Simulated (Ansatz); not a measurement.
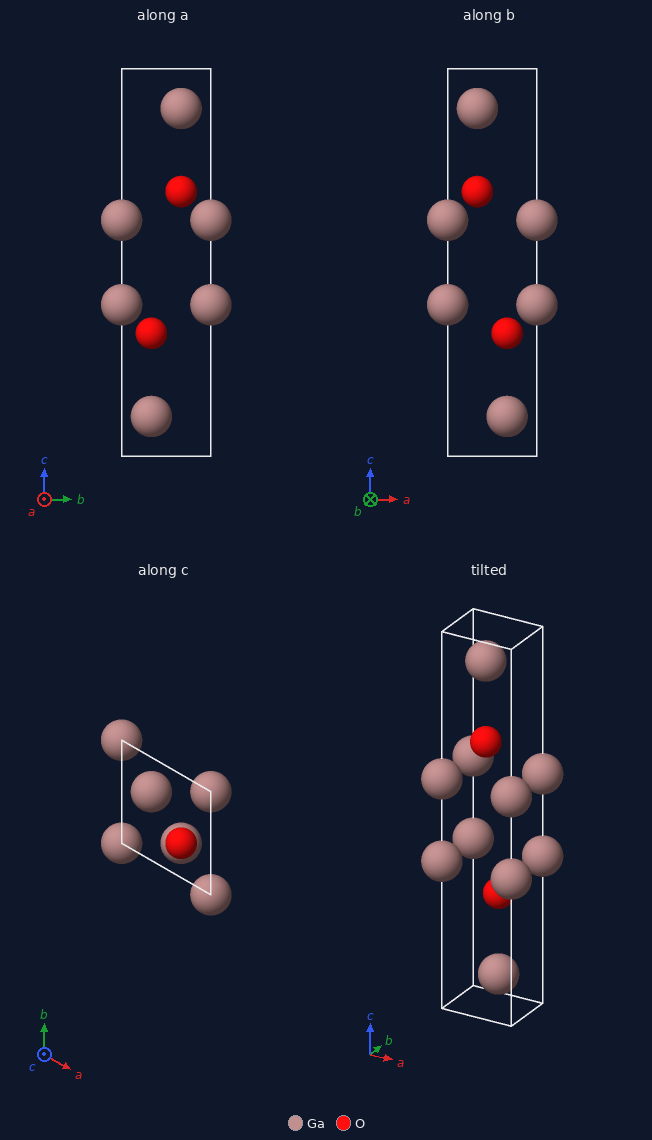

Crystal structure, spheres-only style, seen along the a axis, along the b axis, along the c axis and slightly off an axis. The lines enclose the conventional unit cell; boundary atoms appear with their images.

Lattice parameters: a = 3.0259 Å, b = 3.0259 Å, c = 11.3714 Å, α = 90.000°, β = 90.000°, γ = 120.000°.

Question: Reconstruct the structure as a CIF with its space group and independent sites, with free fractional coordinates to two decimals.

Answer:
```cif
data_structure
_symmetry_space_group_name_H-M 'P -3 m 1'
_symmetry_Int_Tables_number 164
_cell_length_a 3.0259
_cell_length_b 3.0259
_cell_length_c 11.3714
_cell_angle_alpha 90.000
_cell_angle_beta 90.000
_cell_angle_gamma 120.000
_cell_volume 90.17
loop_
_atom_site_label
_atom_site_type_symbol
_atom_site_symmetry_multiplicity
_atom_site_Wyckoff_symbol
_atom_site_fract_x
_atom_site_fract_y
_atom_site_fract_z
_atom_site_occupancy
Ga1 Ga 2 c 0.00 0.00 0.39 1
Ga2 Ga 2 d 0.6667 0.3333 0.10 1
O1 O 2 d 0.6667 0.3333 0.32 1
```

The cell started as a structure type filled with these elements by a generator (whether the compound takes this form wasn't checked). It was relaxed at fixed volume with DFT PBEsol, scalar-relativistic, plane waves, PAW in Ansatz 0.2.0.
